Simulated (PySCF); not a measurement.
**One shape, several levels: CH2GaNO (SMILES N#C[O][GaH2])**

Wanted: a comparison of 3 runs (r2SCAN/ccECP-cc-pVDZ, r2SCAN/ccECP-aug-cc-pVDZ, r2SCAN/ccECP-cc-pVTZ) of CH2GaNO. The job is set up through a Python script.

The results are computed with PySCF 2.14.0.

## (1) The molecule

The species is CH2GaNO (6 atoms), meant as a singlet with charge 0. SMILES: `N#C[O][GaH2]`. Geometry: a GFN2-xTB relaxation, a rough one for these elements and not checked as a minimum.

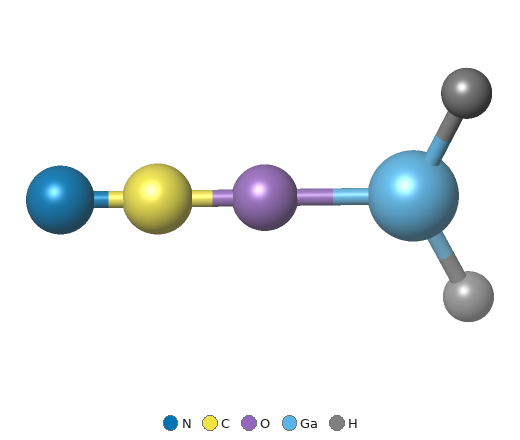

The structure, seen from a chosen angle (nitrogen blue, carbon yellow, oxygen purple, gallium blue, hydrogen grey).

## (2) The energy at r2SCAN/ccECP-cc-pVDZ (core potential) (run 1)

The input, input.py:

```python
from pyscf import gto, dft

mol = gto.Mole()
mol.atom = '''
N        1.603090      -2.202450       0.936920
C        0.967830      -1.328100       0.564040
O        0.265220      -0.361840       0.154100
Ga      -0.707940       0.971400      -0.415320
H       -0.591180       1.260930      -1.925730
H       -1.537040       1.660070       0.685990
'''
mol.ecp = 'ccecp'
mol.spin = 0
mol.verbose = 3
mol.max_memory = 1860
mol.basis = 'ccecp-cc-pvdz'
mol.build()

mf = dft.RKS(mol)
mf.xc = 'r2scan'
mf.grids.level = 4
mf.conv_tol = 1e-10
mf.kernel()
if not mf.converged:
    mf = mf.newton().run(mf.mo_coeff, mf.mo_occ)

e_tot = mf.e_tot
print('Final energy', e_tot)
```

The run is started by

```
OMP_NUM_THREADS=1 python input.py
```

Output:

```text
converged SCF energy = -34.8575193925955
Final energy -34.8575193925955
```

Wall time 14 s (1 thread of Arm Neoverse V1, shared host); peak memory 0.33 GiB.

## (3) The energy at r2SCAN/ccECP-aug-cc-pVDZ (core potential) (run 2)

The input, input.py:

```python
from pyscf import gto, dft

mol = gto.Mole()
mol.atom = [
    ('N', (1.603090, -2.202450, 0.936920)),
    ('C', (0.967830, -1.328100, 0.564040)),
    ('O', (0.265220, -0.361840, 0.154100)),
    ('Ga', (-0.707940, 0.971400, -0.415320)),
    ('H', (-0.591180, 1.260930, -1.925730)),
    ('H', (-1.537040, 1.660070, 0.685990)),
]
mol.charge = 0
mol.basis = 'ccecp-aug-cc-pvdz'
mol.ecp = 'ccecp'
mol.verbose = 3
mol.max_memory = 1860
mol.build()

mf = dft.RKS(mol)
mf.xc = 'r2scan'
mf.conv_tol = 1e-10
mf.grids.level = 4
mf.kernel()
if not mf.converged:
    mf = mf.newton().run(mf.mo_coeff, mf.mo_occ)

etot = mf.e_tot
print('Final energy', etot)
```

The run is started by

```
OMP_NUM_THREADS=1 python input.py
```

Output:

```text
converged SCF energy = -34.8738857709357
Final energy -34.87388577093569
```

Run time: 29 s. Hardware: 1 thread of Arm Neoverse V1, shared host; peak memory 0.58 GiB.

## (4) A single-point energy at r2SCAN/ccECP-cc-pVTZ (core potential) (run 3)

The input, calc.py:

```python
from pyscf import gto, dft

system = gto.Mole()
system.atom = '''
N      3.029401    -4.162027     1.770522
C      1.828934    -2.509745     1.065881
O      0.501193    -0.683779     0.291207
Ga    -1.337813     1.835680    -0.784841
H     -1.117168     2.382812    -3.639102
H     -2.904585     3.137078     1.296333
'''
system.max_memory = 1860
system.ecp = {'N': 'ccecp', 'C': 'ccecp', 'O': 'ccecp', 'Ga': 'ccecp', 'H': 'ccecp'}
system.verbose = 3
system.unit = 'bohr'
system.basis = 'ccecp-cc-pvtz'
system.build()

mf = dft.RKS(system)
mf.xc = 'r2scan'
mf.conv_tol = 1e-10
mf.grids.level = 4
mf.kernel()
if not mf.converged:
    mf = mf.newton().run(mf.mo_coeff, mf.mo_occ)

etot = mf.e_tot
print('E = %.10f Eh' % etot)
```

The run is started by

```
OMP_NUM_THREADS=1 python calc.py
```

Output:

```text
converged SCF energy = -34.8858128248322
E = -34.8858128248 Eh
```

It took 51 s on 1 thread of Arm Neoverse V1, shared host; peak memory 0.98 GiB.

## (5) All runs side by side

```
run                                      level  energy (Eh)  dipole moment (D)  HOMO energy (eV)  LUMO energy (eV)  wall time
  1      r2SCAN/ccECP-cc-pVDZ (core potential)   -34.857519               5.91             -7.00             -2.57       14 s
  2  r2SCAN/ccECP-aug-cc-pVDZ (core potential)   -34.873886               6.07             -7.11             -2.65       29 s
  3      r2SCAN/ccECP-cc-pVTZ (core potential)   -34.885813               5.99             -7.07             -2.60       51 s
```

## (6) Outcome

| quantity | value |
| --- | --- |
| run 3: total energy | -34.88581 Eh |
| run 3: dipole moment | 5.99 D |
| run 3: HOMO energy | -7.07 eV |
| run 3: LUMO energy | -2.60 eV |
| run 3: HOMO–LUMO gap | 4.46 eV |

In words: The dipole moment (its size) runs from 5.91 D (r2SCAN/ccECP-cc-pVDZ) to 6.07 D (r2SCAN/ccECP-aug-cc-pVDZ). The HOMO–LUMO gap runs from 4.42 eV (r2SCAN/ccECP-cc-pVDZ) to 4.46 eV (r2SCAN/ccECP-cc-pVTZ). All runs together took 94 s, the longest 51 s.
